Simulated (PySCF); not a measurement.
# C₃H₈SeSi: electronic excitations at several levels of theory, part 2 of 2

PySCF 2.14.0. Atoms count from 0. Earlier steps stand in the parts before.

## (9) Excited states and response: PBE0/6-31G*

Job settings and geometry (Å):

```
{"job": {"kind": "uv", "xc": "PBE0", "basis": "6-31G*"}, "charge": 0, "multiplicity": 1}
Si     2.267178    -0.377228    -0.333949
Se     0.349534    -1.170899    -1.273394
C     -0.790894     0.232817    -0.583501
C     -2.157821    -0.136921    -0.094535
C     -1.112498     0.311772     0.880064
H      3.356652    -1.308115    -0.751030
H      2.166249    -0.349295     1.156932
H      2.574242     1.005419    -0.811593
H     -0.690998     1.173100    -1.133368
H     -2.980738     0.540813    -0.337008
H     -2.430754    -1.195617    -0.094536
H     -1.199775     1.306574     1.325744
H     -0.672448    -0.443946     1.536801
```

Method: TDDFT PBE0/6-31G*, vertical, gas phase, core orbitals frozen in the response.

Output:

```text
coarse grid: 49064 points
cycle   1  E = -2809.2641637293  dE = -4.664e-01  |g| = 2.857e-01  |ddm| = 3.278e+00
cycle   2  E = -2809.2638561987  dE =  3.075e-04  |g| = 2.878e-01  |ddm| = 7.052e-01
cycle   3  E = -2809.2876964104  dE = -2.384e-02  |g| = 4.487e-02  |ddm| = 3.823e-01
cycle   4  E = -2809.2881117223  dE = -4.153e-04  |g| = 1.389e-02  |ddm| = 6.179e-02
cycle   5  E = -2809.2881563496  dE = -4.463e-05  |g| = 7.564e-03  |ddm| = 2.224e-02
cycle   6  E = -2809.2881688625  dE = -1.251e-05  |g| = 6.698e-04  |ddm| = 6.918e-03
cycle   7  E = -2809.2881689783  dE = -1.158e-07  |g| = 3.063e-04  |ddm| = 1.180e-03
final grid: 101600 points
cycle   8  E = -2809.2881863325  dE = -6.754e-09  |g| = 3.761e-04  |ddm| = 1.076e-03
cycle   9  E = -2809.2881863135  dE =  1.897e-08  |g| = 4.689e-04  |ddm| = 7.843e-04
cycle  10  E = -2809.2881863642  dE = -5.075e-08  |g| = 3.474e-05  |ddm| = 4.328e-04
cycle  11  E = -2809.2881863645  dE = -2.788e-10  |g| = 3.174e-06  |ddm| = 3.891e-05
converged SCF energy = -2809.2881863645

Static polarisability (au): isotropic 75.559, principal 58.738 73.157 94.782

Singlet excitations
state   eV       nm        f      main configurations
  1   5.0829    243.9   0.00466   H->L 0.96
  2   5.8023    213.7   0.00308   H->L+1 0.96
  3   6.7691    183.2   0.02447   H-1->L 0.68, H->L+2 0.23, H-1->L+1 0.09
  4   7.0356    176.2   0.00128   H->L+3 0.94
  5   7.2194    171.7   0.00517   H-1->L+1 0.53, H->L+2 0.38
  6   7.5408    164.4   0.25868   H-1->L+1 0.31, H->L+2 0.28, H-1->L 0.24
  7   7.5892    163.4   0.01200   H-2->L 0.89
  8   8.0338    154.3   0.01340   H->L+4 0.42, H-2->L+1 0.26, H-3->L 0.14
  9   8.0962    153.1   0.03912   H->L+4 0.50, H-2->L+1 0.28, H-3->L 0.09
 10   8.1263    152.6   0.00209   H->L+5 0.80, H-3->L 0.09

Triplet excitations (Tamm-Dancoff, eV): 4.6324 5.2433 5.9881 6.6637
```

Wall time 21 s (1 thread of Arm Neoverse N1, shared host); peak memory 0.61 GiB.

Key values: HOMO -6.47 eV, LUMO 0.13 eV; lowest singlet 5.08 eV.

## (10) Ultraviolet spectrum: PBE0/def2-SVP

Settings changed since step 9:

```diff
@@ -1,2 +1,2 @@
-{"job": {"kind": "uv", "xc": "PBE0", "basis": "6-31G*"}, "charge": 0, "multiplicity": 1}
+{"job": {"kind": "uv", "xc": "PBE0", "basis": "def2-SVP"}, "charge": 0, "multiplicity": 1}
 Si     2.267178    -0.377228    -0.333949
```

Level: TDDFT PBE0/def2-SVP, vertical, gas phase, core orbitals frozen in the response.

Output:

```text
coarse grid: 49064 points
cycle   1  E = -2809.1210901710  dE = -5.133e-01  |g| = 2.534e-01  |ddm| = 3.608e+00
cycle   2  E = -2809.1218909519  dE = -8.008e-04  |g| = 2.498e-01  |ddm| = 6.211e-01
cycle   3  E = -2809.1397212887  dE = -1.783e-02  |g| = 4.140e-02  |ddm| = 3.301e-01
cycle   4  E = -2809.1400999143  dE = -3.786e-04  |g| = 1.224e-02  |ddm| = 5.799e-02
cycle   5  E = -2809.1401335045  dE = -3.359e-05  |g| = 6.874e-03  |ddm| = 2.079e-02
cycle   6  E = -2809.1401443951  dE = -1.089e-05  |g| = 6.897e-04  |ddm| = 7.126e-03
cycle   7  E = -2809.1401445195  dE = -1.244e-07  |g| = 2.959e-04  |ddm| = 1.252e-03
final grid: 101600 points
cycle   8  E = -2809.1401307013  dE = -4.958e-09  |g| = 3.683e-04  |ddm| = 1.490e-03
cycle   9  E = -2809.1401306776  dE =  2.377e-08  |g| = 4.775e-04  |ddm| = 8.692e-04
cycle  10  E = -2809.1401307335  dE = -5.591e-08  |g| = 4.109e-05  |ddm| = 5.009e-04
cycle  11  E = -2809.1401307339  dE = -3.902e-10  |g| = 3.530e-06  |ddm| = 4.675e-05
converged SCF energy = -2809.1401307339

Static polarisability (au): isotropic 78.461, principal 61.988 74.596 98.800

Singlet excitations
state   eV       nm        f      main configurations
  1   5.2024    238.3   0.00431   H->L 0.99
  2   5.9898    207.0   0.00123   H->L+1 0.99
  3   6.7954    182.5   0.00043   H->L+2 0.63, H-1->L 0.29
  4   6.8322    181.5   0.00070   H->L+3 0.78, H-1->L 0.20
  5   7.1708    172.9   0.04846   H-1->L 0.30, H->L+2 0.30, H-1->L+1 0.18
  6   7.3482    168.7   0.00589   H->L+4 0.83, H-1->L+1 0.11
  7   7.5377    164.5   0.00517   H->L+5 0.94
  8   7.7846    159.3   0.17661   H-2->L 0.52, H-1->L+1 0.27
  9   7.8361    158.2   0.09267   H-2->L 0.40, H-1->L+1 0.38
 10   8.2682    150.0   0.01033   H-3->L 0.47, H-2->L+1 0.38

Triplet excitations (Tamm-Dancoff, eV): 4.7086 5.4145 6.0937 6.5082
```

It took 27 s on 1 thread of Arm Neoverse N1, shared host; peak memory 0.66 GiB.

This run: HOMO -6.54 eV, LUMO 0.24 eV; lowest singlet 5.20 eV.

## (11) Excited states and response: PBE0/def2-TZVP

Settings changed since step 10:

```diff
@@ -1,2 +1,2 @@
-{"job": {"kind": "uv", "xc": "PBE0", "basis": "def2-SVP"}, "charge": 0, "multiplicity": 1}
+{"job": {"kind": "uv", "xc": "PBE0", "basis": "def2-TZVP"}, "charge": 0, "multiplicity": 1}
 Si     2.267178    -0.377228    -0.333949
```

Method: TDDFT PBE0/def2-TZVP, vertical, gas phase, core orbitals frozen in the response.

Output:

```text
coarse grid: 49064 points
cycle   1  E = -2809.6354458630  dE = -4.824e-01  |g| = 3.737e-01  |ddm| = 2.724e+00
cycle   2  E = -2809.6342813448  dE =  1.165e-03  |g| = 3.433e-01  |ddm| = 5.385e-01
cycle   3  E = -2809.6583290092  dE = -2.405e-02  |g| = 7.687e-02  |ddm| = 2.906e-01
cycle   4  E = -2809.6597824392  dE = -1.453e-03  |g| = 1.792e-02  |ddm| = 7.653e-02
cycle   5  E = -2809.6598445542  dE = -6.211e-05  |g| = 1.025e-02  |ddm| = 1.852e-02
cycle   6  E = -2809.6598691366  dE = -2.458e-05  |g| = 8.780e-04  |ddm| = 7.424e-03
cycle   7  E = -2809.6598693254  dE = -1.887e-07  |g| = 2.889e-04  |ddm| = 1.085e-03
final grid: 101600 points
cycle   8  E = -2809.6598949525  dE = -3.210e-08  |g| = 3.460e-04  |ddm| = 2.952e-03
cycle   9  E = -2809.6598949381  dE =  1.439e-08  |g| = 4.320e-04  |ddm| = 5.951e-04
cycle  10  E = -2809.6598949801  dE = -4.201e-08  |g| = 3.800e-05  |ddm| = 3.294e-04
cycle  11  E = -2809.6598949805  dE = -4.038e-10  |g| = 8.274e-06  |ddm| = 3.636e-05
converged SCF energy = -2809.6598949805

Static polarisability (au): isotropic 88.208, principal 70.613 84.723 109.289

Singlet excitations
state   eV       nm        f      main configurations
  1   5.0192    247.0   0.00407   H->L 0.97
  2   5.7424    215.9   0.00997   H->L+1 0.97
  3   6.5183    190.2   0.00071   H->L+2 0.45, H-1->L 0.43
  4   6.5832    188.3   0.00044   H->L+3 0.95
  5   6.7543    183.6   0.02571   H->L+2 0.48, H->L+4 0.25, H-1->L 0.21
  6   6.9489    178.4   0.02669   H->L+4 0.54, H-1->L+1 0.23, H-1->L 0.14
  7   7.1213    174.1   0.01085   H->L+5 0.97
  8   7.3863    167.9   0.23328   H-1->L+1 0.67, H-1->L 0.16
  9   7.5089    165.1   0.02411   H-2->L 0.90
 10   7.7909    159.1   0.01347   H->L+6 0.80

Triplet excitations (Tamm-Dancoff, eV): 4.5641 5.2541 5.8656 6.2353
```

Run time: 62 s. Hardware: 1 thread of Arm Neoverse N1, shared host; peak memory 0.88 GiB.

This run: HOMO -6.62 eV, LUMO -0.07 eV; lowest singlet 5.02 eV.

## (12) Comparing the runs: electronic excitations

Excitations and ground-state properties, with basis size and wall time:

| run | lowest singlet (eV) | brightest (eV) | f | gap (eV) | α (Å³) | μ (D) | functions | time |
| --- | --- | --- | --- | --- | --- | --- | --- | --- |
| PBE/def2-SVPD | 4.62 | 6.58 | 0.080 | 4.49 | 14.09 | 1.50 | 189 | 93 s |
| B3LYP/def2-SVPD | 4.84 | 7.06 | 0.158 | 5.98 | 13.71 | 1.49 | 189 | 89 s |
| PBE0/def2-SVPD | 4.94 | 7.25 | 0.169 | 6.42 | 13.59 | 1.54 | 189 | 86 s |
| BHandHLYP/def2-SVPD | 5.15 | 7.70 | 0.257 | 8.16 | 13.25 | 1.54 | 189 | 89 s |
| CAM-B3LYP/def2-SVPD | 5.00 | 7.51 | 0.227 | 8.57 | 13.46 | 1.50 | 189 | 1.7 min |
| wB97X-D/def2-SVPD | 5.05 | 7.59 | 0.286 | 9.87 | 13.49 | 1.55 | 189 | 96 s |
| LC-wPBE/def2-SVPD | 5.21 | 8.07 | 0.379 | 10.93 | 13.10 | 1.54 | 189 | 2 min |
| PBE0/6-31G* | 5.08 | 7.54 | 0.259 | 6.60 | 11.20 | 1.68 | 108 | 21 s |
| PBE0/def2-SVP | 5.20 | 7.78 | 0.177 | 6.78 | 11.63 | 1.46 | 132 | 27 s |
| PBE0/def2-TZVP | 5.02 | 7.39 | 0.233 | 6.55 | 13.07 | 1.53 | 226 | 62 s |

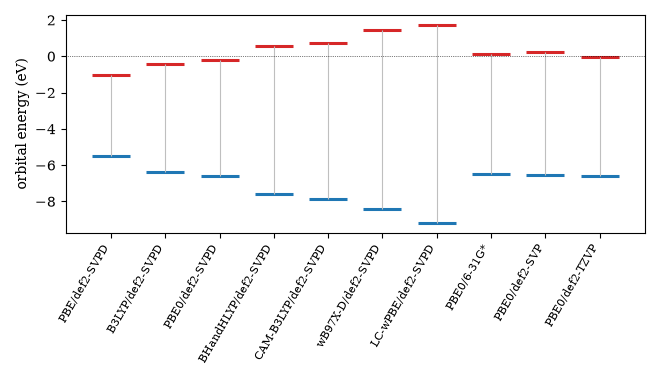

HOMO (blue) and LUMO (red) run by run.

## (13) Outcome

What follows sums up all 2 parts.

```
                                quantity                         value
          lowest singlet (PBE/def2-SVPD)   4.62 eV (268 nm), f = 0.006
brightest single state of those computed  state 10, 6.58 eV, f = 0.080
                          lowest triplet                       4.26 eV
       vertical ionisation energy (ΔSCF)                       8.42 eV
             range of the lowest singlet               4.62 to 5.21 eV
```

What this shows: Single values in the summary come from the first run of each kind that ended normally (PBE/def2-SVPD), which need not be the best level. The lowest singlet, at 4.62 eV, is HOMO→LUMO 0.99 and is weak; of the 10 states computed, the strongest absorption comes from state 10 at 6.58 eV (the last computed, so partners may be missing). The lowest triplet lies 0.36 eV below the lowest singlet (triplets in Tamm-Dancoff, singlets in full TDDFT). The orbital energy would give 5.49 eV for ionisation, ΔSCF gives 8.42 eV. The lowest singlet runs from 4.62 eV (PBE/def2-SVPD) to 5.21 eV (LC-wPBE/def2-SVPD), while the orbital gap spans 4.49 to 10.93 eV. The lowest state need not be the same one in every run.
